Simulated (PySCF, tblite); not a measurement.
# C5H9NSSi2: geometry, infrared bands and NMR shifts

Wanted: the infrared bands and NMR shifts of C5H9NSSi2 (`S[SiH2][SiH2]c1ccncc1`), by calculation.

Programs: tblite 0.8.0 and PySCF 2.14.0, with density-fitted response routines of our own. Each step states its level of theory. These are calculated values for one molecule in the gas phase, unless marked as measured. Atoms are numbered from 0 throughout.

## 1. Starting geometry

18 atoms, charge 0, multiplicity 1; geometry from: force field or distance geometry start.

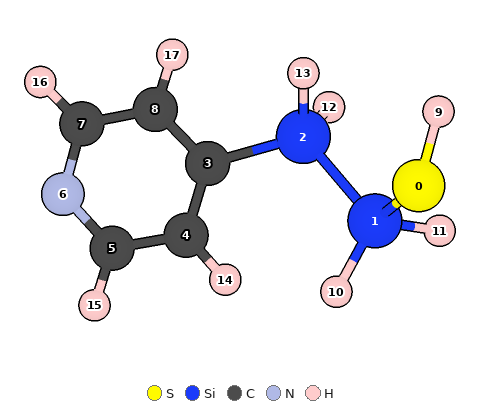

As it starts; sulfur yellow, silicon blue, carbon dark grey, nitrogen light blue, hydrogen pink, atoms numbered; sticks join atoms by distance.

## 2. Optimising the geometry with GFN2-xTB

Job settings and geometry (Å):

```
{"job": {"kind": "relax", "xc": "GFN2-xTB", "basis": "xTB"}, "charge": 0, "multiplicity": 1}
S      3.930500    -0.270000     0.979100
Si     2.403200    -1.262300    -0.175800
Si     1.137400     0.224600    -1.169800
C     -0.622400     0.218400    -0.642700
C     -1.238500    -0.898400    -0.106600
C     -2.571100    -0.769600     0.250300
N     -3.239500     0.387600     0.108900
C     -2.664600     1.498600    -0.389600
C     -1.341700     1.391100    -0.766800
H      4.465200     0.836300     0.291600
H      1.619100    -2.168400     0.713300
H      3.150500    -2.058900    -1.186400
H      1.189000     0.141100    -2.632600
H      1.654900     1.580300    -0.847600
H     -0.711600    -1.843000     0.013000
H     -3.068300    -1.653400     0.683300
H     -3.242400     2.409500    -0.489500
H     -0.858400     2.242600    -1.173300
```

Started as:

```bash
> OMP_NUM_THREADS=1 python probes_run.py task.json out
```

This one command runs all jobs of the session in turn.

**Question.** This job is followed by: GFN2-xTB harmonic vibrations, gas phase; GIAO PBE0/pcSseg-1 NMR shielding, non-relativistic, gas phase. Predict these results of the whole session: strongest single infrared mode (GFN2-xTB); zero-point energy (GFN2-xTB); 13C shifts against TMS (PBE0/pcSseg-1, means over atoms taken as alike); 1H shifts against TMS (PBE0/pcSseg-1, means over atoms taken as alike); 33S shifts against CS2 (PBE0/pcSseg-1); 29Si shifts against TMS (PBE0/pcSseg-1); 15N shifts against NH3 (PBE0/pcSseg-1); surface potential, least and greatest.

**Answer**, as computed:

```
                                                               quantity                              value
                              strongest single infrared mode (GFN2-xTB)               631 cm⁻¹, 749 km/mol
                                           zero-point energy (GFN2-xTB)                      73.7 kcal/mol
13C shifts against TMS (PBE0/pcSseg-1, means over atoms taken as alike)            155.3, 144.9, 134.5 ppm
 1H shifts against TMS (PBE0/pcSseg-1, means over atoms taken as alike)  8.93, 7.45, 4.78, 4.58, -0.35 ppm
                                 33S shifts against CS2 (PBE0/pcSseg-1)                           -281 ppm
                                29Si shifts against TMS (PBE0/pcSseg-1)                   -58.7, -66.4 ppm
                                 15N shifts against NH3 (PBE0/pcSseg-1)                          363.9 ppm
                                  surface potential, least and greatest                 -1.53 V and 1.47 V
```

**Reading.** Over 212 steps the energy fell by 0.666 eV; of the close pairs, Si1–Si2 changed most, 2.191 to 2.320 Å. All 48 modes are real, so the xTB geometry is a minimum. Unscaled tight-binding wavenumbers are off by several per cent, some by more. Its intensities can rank the bands wrongly. At PBE0/pcSseg-1: The largest span, 734 ppm, is at N6, where the paramagnetic term is -428 ppm. NICS(1)zz of -28 ppm above the planar ring from C3 marks a diatropic (aromatic) ring current. By nearest atom (PBE0/pcSseg-1), the HOMO sits on S0 56 %; N6 8 % and the LUMO on C3 24 %; N6 19 %.
